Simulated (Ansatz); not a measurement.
## How the smearing shapes the phonons of Al-Os stack of (111) layers

Does Al-Os stack of (111) layers have a Kohn anomaly or a soft branch that a wide smearing hides? The first relaxation steps of the session are not shown, so no cell shown is the starting entry, unless a step says so.

Method: DFT LDA, scalar-relativistic, plane waves, PAW, in Ansatz 0.2.0.

## 1. The cell after earlier relaxation steps

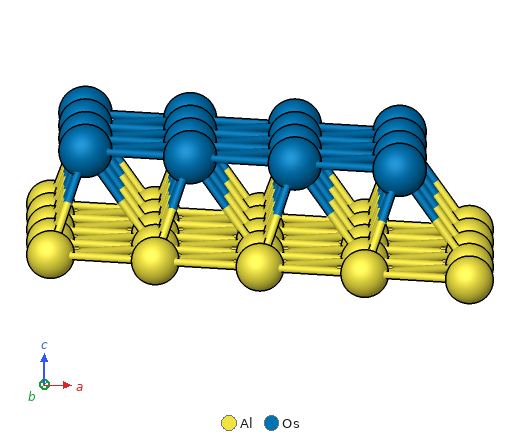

The cell as given, nearly edge on (aluminium yellow, osmium blue). 4×4×1 cells are drawn. Some periodic images of atoms are drawn too.

The cell holds 2 atoms: 1 Al and 1 Os. Its edges and angles: a = 2.632 Å, b = 2.632 Å, c = 28.225 Å, α = 90.0°, β = 90.0°, γ = 120.0°. Vacuum lies along c.

Coordinates:

```cif
data_structure
_symmetry_space_group_name_H-M 'P 1'
_symmetry_Int_Tables_number 1
_cell_length_a 2.6317
_cell_length_b 2.6317
_cell_length_c 28.2245
_cell_angle_alpha 90.000
_cell_angle_beta 90.000
_cell_angle_gamma 120.000
_cell_volume 169.29
loop_
_atom_site_label
_atom_site_type_symbol
_atom_site_fract_x
_atom_site_fract_y
_atom_site_fract_z
_atom_site_occupancy
Al1 Al 0.00000 0.00000 0.19629 1
Os2 Os 0.33333 0.66667 0.27183 1
```

## 2. Relaxing tightly for phonons

Residual forces and stress shift phonon frequencies, so the cell is relaxed again, with tight thresholds and the mesh and smearing of this input. Earlier relaxation steps are not shown.

Contents of input.yaml:

```yaml
crystal:
  lattice:
    - [2.6317293821, 0.0, 0.0]
    - [-1.3158646911, 2.2791445008, 0.0]
    - [0.0, 0.0, 28.2245350189]
  atoms:
    - { symbol: Al, position: [0.0, 0.0, 0.1962858836] }
    - { symbol: Os, position: [0.3333333333, 0.6666666667, 0.271827054] }
  periodic: [true, true, false]
kpoints:
  mp_grid: { grid: [12, 12, 1] }
hamiltonian:
  xc: lda
scf:
  occupations: { method: methfessel_paxton, width: 0.2 }
output:
  forces: true
  stress: true
  eigenvalues: true
  write_density: true
  write_potential: true
  elf: true
  volumetric_format: npy
relax:
  adjacent_minimum: "off"
  f_tol: 0.001
  max_steps: 60
  cell: { stress_2d_tol: 0.002 }
```

Command:

```
ansatz run input.yaml --threads 4 --pin off --max-ram 8192MiB --backend cpu --events-out ev --progress --plain --runs-dir out
```

Numbers of over 12 decimals in the logs are rounded to 6 here.

What it wrote:

```text
[the first part of the log is left out]
  E_xc         = -303.673672
  E_vxc        = -312.162171  (∫ρ·V_xc dr)
  E_paw        = -9191.294597  (= ΣΔE_a)
  E_vpaw       = -220.106934  (= ΣTr[D̂ρ^β])
  E_aug_tail   = -0.000074  (compensation charges beyond the density's cutoff)
  E_ewald      = 14601.025053
  E_core_change = 0.418451  (= ΣΔE_core)
  E_smearing   = -0.003337  (= −TS)
  E_closure    = -0.000000  (closes the sum)
  Σ components = -11629.792527   (vs F -11629.792527, Δ=0.00e0)
--- Forces (eV/Å), atoms counted from 1 ---
  atom   1  Al     0.00000000     0.00000000     0.00005185
  atom   2  Os    -0.00000000     0.00000000     0.00004785
  max |Σ_I F_I| component: 9.97e-5 eV/Å
--- 2D stress c σ (N/m, compression-positive) ---
        0.000155       0.000000       0.000000
        0.000000       0.000155       0.000000
        0.000000       0.000000       0.000000
  P = ½ c Tr σ = 0.0002 N/m
--- Band table (eV; the first three rows and the last of 19) ---
  k-point 0: bands = ["-91.1942", "-50.5605", "-50.0657", "-50.0657", "-15.6297", "-12.5703", "-8.3579", "-7.3293", "-7.3293", "-5.8893", "-3.9674", "-3.9674", "-1.7127", "-0.1804"]
  k-point 1: bands = ["-91.1879", "-50.5500", "-50.1414", "-50.0832", "-15.4091", "-12.2697", "-8.2217", "-7.5730", "-7.0530", "-6.2299", "-4.0627", "-3.8318", "-1.4218", "0.0206"]
  k-point 2: bands = ["-91.1704", "-50.5214", "-50.3453", "-50.1310", "-14.7887", "-11.4590", "-8.1506", "-7.7570", "-6.9855", "-6.2516", "-4.3122", "-3.3955", "-0.7141", "0.6058"]
  k-point 18: bands = ["-91.0862", "-50.8245", "-50.8211", "-50.3823", "-9.4416", "-9.2961", "-8.0161", "-7.6406", "-7.6329", "-4.5627", "-3.5542", "-2.3103", "1.4766", "2.0750"]
--- Relaxed structure (5 steps of the walk, 5 accepted, 1 SCFs on fresh bases) ---
  F+E_penalty+E_count = -11629.79252701 eV   max|allowed force component| = 2.001e-6 eV/Å   (the final SCF, on the basis selected at the relaxed cell)
  cell:  # Å, volume = 169.4305 Å³
    - [2.632795, 2.887926049138989e-11, 0]
    - [-1.316397, 2.280067, 0]
    - [0, 0, 28.2245350189]
  atoms:
    - { symbol: Al, position: [0, -2.7755575615628914e-17, 0.196362] }
    - { symbol: Os, position: [0.333333, 0.666667, 0.271751] }
```

The job ended after 10 s (4 threads of Arm Neoverse V2, shared host; peak memory 0.46 GiB).

Little changed from the start: no atom moved by 0.005 Å and no cell edge by 0.1 %.

This step gave:

- metallic on mesh: yes
- gap on the k-mesh: 0 eV

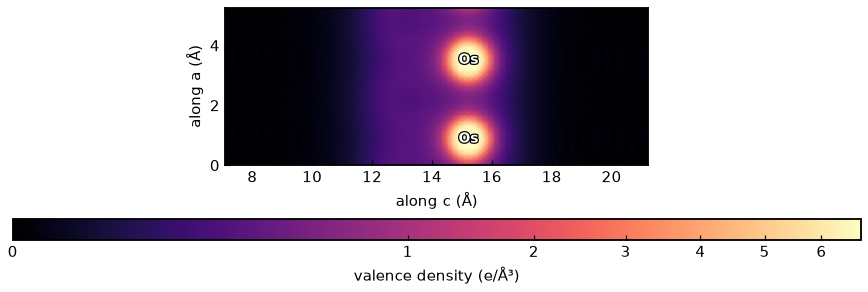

Valence density in the ca plane at fractional y = 0.667, with atoms of Os within 0.2 Å of it. It is the smooth field of the valence electrons, not physical close to the nuclei. The colour scale is stretched toward low values. The far vacuum is left out of the map.

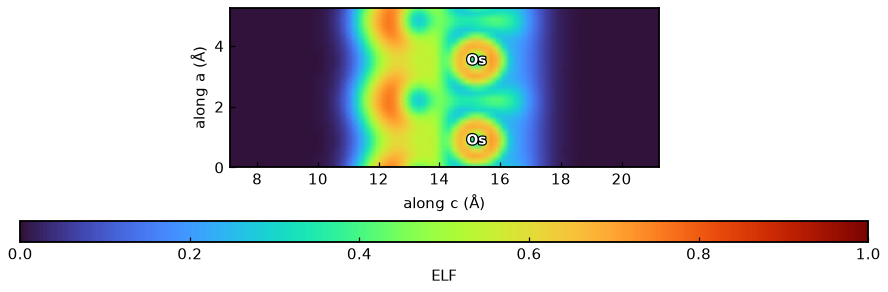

ELF in the ca plane at fractional y = 0.667, with atoms of Os within 0.2 Å of it. It is the smooth field of the valence electrons, not physical close to the nuclei. The far vacuum is left out of the map.

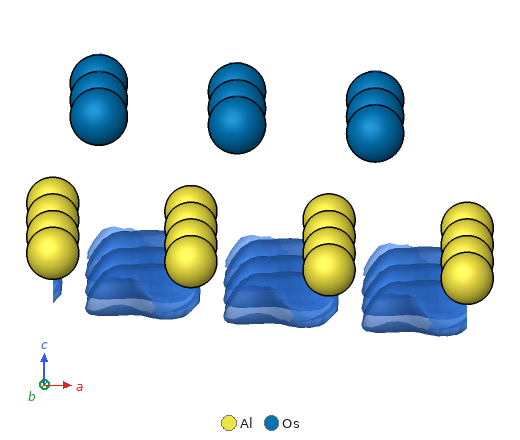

Surface of ELF = 0.71. 3×3×1 cells are drawn.

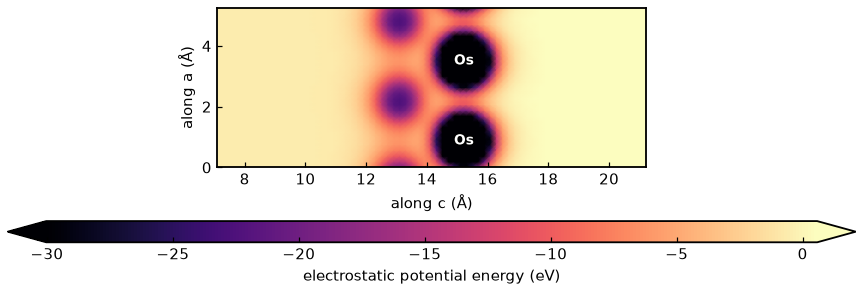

Electrostatic potential energy in the ca plane at fractional y = 0.667, with atoms of Os within 0.2 Å of it. With pseudopotentials it is smooth inside the atoms' cores, unlike the true potential. The far vacuum is left out of the map.

## 3. Phonons along a line: Fermi–Dirac smearing of 0.1 eV

Each wavevector is solved by itself, so no interpolation smooths a dip of the branch.

Contents of input.yaml:

```yaml
crystal:
  lattice:
    - [2.6327948555, 0.0, 0.0]
    - [-1.3163974278, 2.2800672278, 0.0]
    - [0.0, 0.0, 28.2245350189]
  atoms:
    - { symbol: Al, position: [0.0, 0.0, 0.1963620342] }
    - { symbol: Os, position: [0.3333333333, 0.6666666667, 0.2717509034] }
  periodic: [true, true, false]
kpoints:
  mp_grid: { grid: [24, 24, 1] }
hamiltonian:
  xc: lda
scf:
  occupations: { method: fermi_dirac, width: 0.1 }
output:
  eigenvalues: true
phonons:
  method: dfpt
  qpoints:
    - [0, 0, 0]
    - [0.041666667, 0.0, 0.0]
    - [0.125, 0.0, 0.0]
    - [0.208333333, 0.0, 0.0]
    - [0.291666667, 0.0, 0.0]
    - [0.375, 0.0, 0.0]
    - [0.458333333, 0.0, 0.0]
```

What it wrote:

```text
The run solves and reports these wavevectors of phonons.qpoints, in the list's order, at another value: [0.041666667, 0.0, 0.0] as [0.041667, 0.0, 0.0], [0.208333333, 0.0, 0.0] as [0.208333, 0.0, 0.0], [0.291666667, 0.0, 0.0] as [0.291667, 0.0, 0.0], [0.458333333, 0.0, 0.0] as [0.458333, 0.0, 0.0].
[...]
Crystal: 2 atoms, lattice volume = 169.430 Å³
Basis set: ecut = 420 eV, 3401 PW (Γ), exchange–correlation on 36×36×384 points (8 copies of the dense FFT grid, shifted against one another)
Bands: 14, of which v1, the nominal top of the filled ones, is band 10 counted from 1 (9 counted from 0)
Symmetry: 6 space group operations
k-points: 61 of 576 (time reversal used)
[...]
SCF iter   1: F=—  HF=-11629.832993 eV  |F-HF|=—  |Δ(HF+E_count)|=         —  Δρ=3.89e-3  dr2=1.77e-1  ethr=1.77e-3  ⟨swp⟩=13.8  Hψ=9514  notcnv=0
[...]
SCF iter  10: F=-11629.823403 eV  HF=-11629.823403 eV  |F-HF|=1.58e-10  |Δ(HF+E_count)|=  4.55e-10  Δρ=4.36e-8  dr2=2.59e-12  ethr=1.00e-12  ⟨swp⟩=13.8  Hψ=8400  notcnv=0
SCF 1 converged in 10 iterations: F = -11629.823403 eV  dr2 = 2.59e-12
[...]
NSCF: frozen V_eff on 61 k-points
WARN: eigensolver did not converge in 40 slots of this pass, the one above among them; of largest residual over every band (k=43): 1 band(s) unlocked (lowest unlocked band 13, counted from 0; max residual 1.49e-3 eV among the unlocked bands, 1.49e-3 eV over every band); of lowest unlocked band (k=0): band 13
[...]
DFPT response loops at q = (0, 0, 0) (fractional): preconditioner auto → none (partly filled bands, converged f_vac=0.755); β = 0.50; Broyden in place of MSR1
[...]
SCF converged after 10 iterations
Free energy (F): -11629.823403 eV
[...]
Internal energy: -11629.765243 eV  (E = F + TS)
E sigma→0 (E₀):  -11629.794323 eV
Entropy (-TS):   -0.058160 eV (-29.080 meV/atom)
Fermi energy:    -5.146347 eV
[...]
--- Band table (eV; the first three rows and the last of 61) ---
  k-point 0: bands = [... 6 lower, -8.3537, -7.3059, -7.3059, -5.8675, -3.9314, -3.9314, -1.7348, -0.1815]
  k-point 1: bands = [... 6 lower, -8.3188, -7.3712, -7.2364, -5.9565, -3.9558, -3.9018, -1.6567, -0.1307]
  k-point 2: bands = [... 6 lower, -8.2175, -7.5496, -7.0296, -6.2032, -4.0268, -3.8050, -1.4408, 0.0201]
  k-point 60: bands = [... 6 lower, -7.9998, -7.6131, -7.6063, -4.5649, -3.5459, -2.3235, 1.4876, 2.0840]
--- Phonons (Γ-DFPT): 4 representative perturbations + reference (Σ response iterations 22) ---
  ASR residual: 9.083e-4 → 0.000e0 eV/Å²; symmetrization residual: 3.229e-6 eV/Å²
  ASR residual per site (eV/Å²): 6.03e-6 9.08e-4
  Γ frequencies (cm⁻¹): 0.00 0.00 0.00 104.89 104.89 272.51
  non-analytic LO–TO correction: not included (Born effective charges unavailable; polar crystals: no LO–TO splitting at Γ)
--- Phonons (arbitrary-q DFPT): 7 explicit q-points ---
  q = [0, 0, 0] (of the zone-centre solve; hermiticity 1.00e-6, symmetrization 6.11e-12): -0.00 -0.00 -0.00 104.89 104.89 272.51
  q = [0.041667, 0, 0] (4 solved perturbations in 1752 linear systems a pass and spin channel, the states on 576 of 576 k-point pairs; hermiticity 8.62e-7, symmetrization 1.48e-9): 3.61 16.08 33.03 108.85 118.36 271.56
[...]
sum rule: each row above includes the acoustic sum rule's correction from the zone centre's row sums; it moved no ω² by more than (1.14 cm⁻¹)²
```

Run time: 11 min. Hardware: 4 threads; peak memory 2.6 GiB.

Each wavevector solved by linear response. Table of frequency by |q| along the line:

| \|q\| along the line (Å⁻¹) | mode 1 (cm⁻¹) | mode 2 (cm⁻¹) | mode 3 (cm⁻¹) | mode 4 (cm⁻¹) | mode 5 (cm⁻¹) | mode 6 (cm⁻¹) |
| --- | --- | --- | --- | --- | --- | --- |
| 0.000 | 0 | 0 | 0 | 105 | 105 | 273 |
| 0.115 | 3.61 | 16.1 | 33.0 | 109 | 118 | 272 |
| 0.344 | 20.3 | 49.6 | 87.4 | 135 | 190 | 268 |
| 0.574 | 36.6 | 81.9 | 131 | 173 | 253 | 281 |
| 0.804 | 55.0 | 102 | 161 | 210 | 251 | 348 |
| 1.033 | 71.3 | 104 | 170 | 237 | 237 | 404 |
| 1.263 | 85.3 | 103 | 169 | 226 | 252 | 433 |

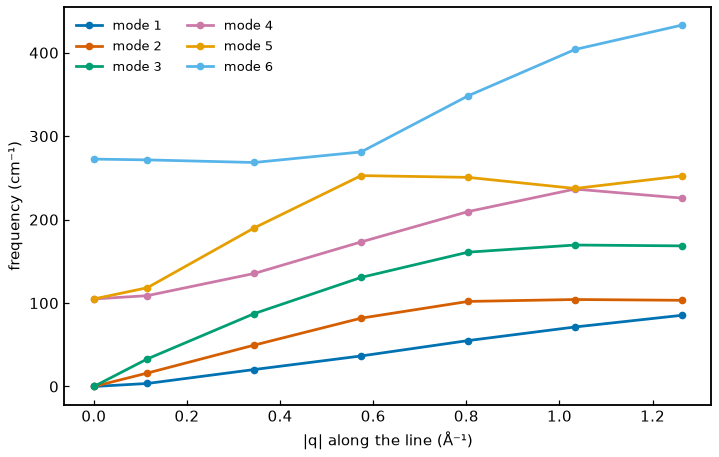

Frequency, plotted against |q| along the line.

## 4. Phonons along a line: Fermi–Dirac smearing of 0.25 eV

The smearing blurs the Fermi surface that screens the phonons; a Fermi–Dirac width is an electronic temperature.

input.yaml: that of step 3 with these lines changed.

```diff
@@ -14,3 +14,3 @@
 scf:
-  occupations: { method: fermi_dirac, width: 0.1 }
+  occupations: { method: fermi_dirac, width: 0.25 }
 output:
```

Wider smearing eases the sum over k-points of a metal but moves the result away from its zero-temperature value.

What it wrote:

```text
band count auto-derived: 16 (N_el = 19.0; filled up to band 10; 14 by the electrons, moments and atoms)
[...]
Crystal: 2 atoms, lattice volume = 169.430 Å³
Basis set: ecut = 420 eV, 3401 PW (Γ), exchange–correlation on 36×36×384 points (8 copies of the dense FFT grid, shifted against one another)
Bands: 16, of which v1, the nominal top of the filled ones, is band 10 counted from 1 (9 counted from 0)
[... 1 set-up line as in the run before ...]
k-points: 61 of 576 (time reversal used)
[...]
SCF iter   1: F=—  HF=-11629.978029 eV  |F-HF|=—  |Δ(HF+E_count)|=         —  Δρ=3.99e-3  dr2=2.21e-1  ethr=1.77e-3  ⟨swp⟩=12.9  Hψ=9995  notcnv=0
[...]
SCF iter  10: F=-11629.966040 eV  HF=-11629.966040 eV  |F-HF|=1.20e-10  |Δ(HF+E_count)|=  7.37e-10  Δρ=4.65e-8  dr2=2.89e-12  ethr=1.00e-12  ⟨swp⟩=19.5  Hψ=9420  notcnv=0
SCF 1 converged in 10 iterations: F = -11629.966040 eV  dr2 = 2.89e-12
[...]
WARN: eigensolver did not converge (k=11): 1 band(s) unlocked after 3 eigensolves, warm-restarted (20 sweeps on the last) at ethr=1.09e-12 eV (storage-precision floor; scheduled 1.00e-12 eV) (lowest unlocked band 15, counted from 0; max residual 2.42e-5 eV among the unlocked bands, 2.42e-5 eV over every band; other slots of this pass that fall short are told together in one closing line; warning suppressed until the next SCF loop or pass starts)
[...]
SCF converged after 10 iterations
Free energy (F): -11629.966040 eV
[...]
Internal energy: -11629.636091 eV  (E = F + TS)
E sigma→0 (E₀):  -11629.801066 eV
Entropy (-TS):   -0.329950 eV (-164.975 meV/atom)
Fermi energy:    -5.137002 eV
[...]
--- Band table (eV; the first three rows and the last of 61) ---
  k-point 0: bands = [... 6 lower, -8.3399, -7.3042, -7.3042, -5.8693, -3.9298, -3.9298, -1.7183 (-1.7186°), -0.1699, ... 2 higher]
  k-point 1: bands = [... 6 lower, -8.3050, -7.3695, -7.2347, -5.9585, -3.9543, -3.8995, -1.6406 (-1.6410°), -0.1193, ... 2 higher]
  k-point 2: bands = [... 6 lower, -8.2035, -7.5480, -7.0278, -6.2054, -4.0252, -3.8014, -1.4259 (-1.4263°), 0.0312, ... 2 higher]
  k-point 60: bands = [... 6 lower, -7.9871, -7.6146, -7.6069, -4.5358, -3.5301, -2.2942, 1.4979, 2.0960, ... 2 higher]
  ° read free of the cell's end (the report's vacuum.weakly_bound_levels)
[...]
ASR residual: 6.744e-4 → 0.000e0 eV/Å²; symmetrization residual: 7.763e-6 eV/Å²
  ASR residual per site (eV/Å²): 7.44e-5 6.74e-4
  Γ frequencies (cm⁻¹): 0.00 0.00 0.00 105.73 105.73 273.27
[...]
--- Phonons (arbitrary-q DFPT): 7 explicit q-points ---
[...]
```

The job ended after 12 min (4 threads; peak memory 2.8 GiB; 47 min of CPU time).

Each wavevector solved by linear response. Table of frequency by |q| along the line:

| \|q\| along the line (Å⁻¹) | mode 1 (cm⁻¹) | mode 2 (cm⁻¹) | mode 3 (cm⁻¹) | mode 4 (cm⁻¹) | mode 5 (cm⁻¹) | mode 6 (cm⁻¹) |
| --- | --- | --- | --- | --- | --- | --- |
| 0.000 | 0 | 0 | 0 | 106 | 106 | 273 |
| 0.115 | 2.96 | 18.2 | 34.2 | 110 | 119 | 273 |
| 0.344 | 20.6 | 52.0 | 90.9 | 136 | 190 | 271 |
| 0.574 | 39.5 | 80.9 | 134 | 174 | 255 | 283 |
| 0.804 | 57.5 | 99.9 | 161 | 210 | 253 | 348 |
| 1.033 | 75.8 | 104 | 171 | 238 | 240 | 401 |
| 1.263 | 88.4 | 103 | 173 | 230 | 253 | 430 |

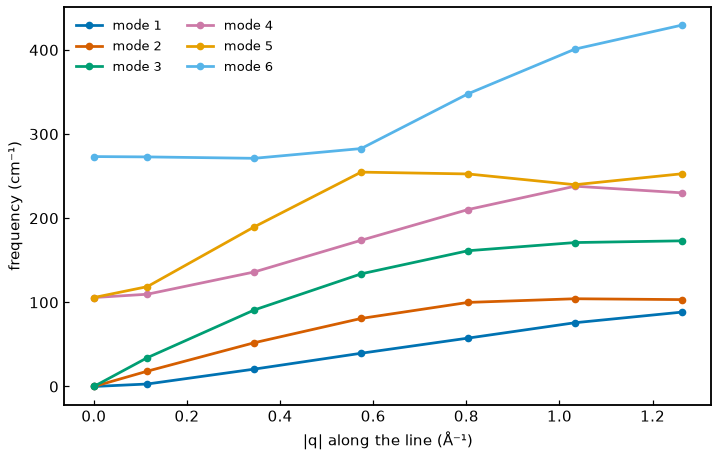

Frequency against |q| along the line.

Against step 3 (now smearing width 0.25 eV), the free energy moves by -71.3 meV an atom.

## 5. Smearing and the soft branch

The lowest frequency by |q| along the line:

| \|q\| along the line (Å⁻¹) | fermi dirac 0.1 eV, k 24x24x1 (cm⁻¹) | fermi dirac 0.25 eV, k 24x24x1 (cm⁻¹) |
| --- | --- | --- |
| 0.000 | 0 | 0 |
| 0.115 | 3.61 | 2.96 |
| 0.344 | 20.3 | 20.6 |
| 0.574 | 36.6 | 39.5 |
| 0.804 | 55.0 | 57.5 |
| 1.033 | 71.3 | 75.8 |
| 1.263 | 85.3 | 88.4 |

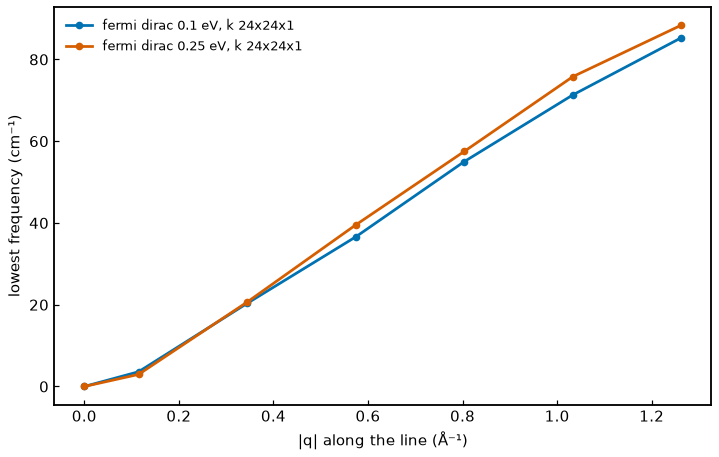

Lowest frequency against |q| along the line.

## 6. Summary of results

- phonon run of the rows without a label of their own: LDA, k 24×24×1
- lowest branch at the last solved point, Fermi–Dirac 0.1 eV: 85.3 cm⁻¹ at |q| = 1.26 Å⁻¹
- lowest branch at the last solved point, Fermi–Dirac 0.25 eV: 88.4 cm⁻¹ at |q| = 1.26 Å⁻¹

In words: No branch softens by more than 4 % of the top frequency as the smearing narrows, so no anomaly that hangs on the smearing shows at these points. The line holds 7 wavevectors, so a narrow dip between them would be missed. Between Fermi–Dirac 0.25 eV and Fermi–Dirac 0.1 eV the largest change, with modes counted by rank of frequency, is in mode 3 at |q| = 1.26 Å⁻¹, from 173 to 169 cm⁻¹; the branches hardly feel the smearing. Where branches cross, a count by rank can hide a softening. At the narrowest width the k mesh may not resolve the Fermi surface, so part of the change can be mesh noise. Spin–orbit coupling, left out here, matters for Os. The structure was built by hand as an ordered model, and its stability against other phases was not tested.

[Logs are printed without paths, hosts, clocks, repeated set-up lines and the standing remarks that a program may print on its own settings, such as how far it seeks lower states.]

[Hosts, paths, dates, database ids (printed as entryN), source tags and the programs' standing remarks are cut or masked in the printed files.]
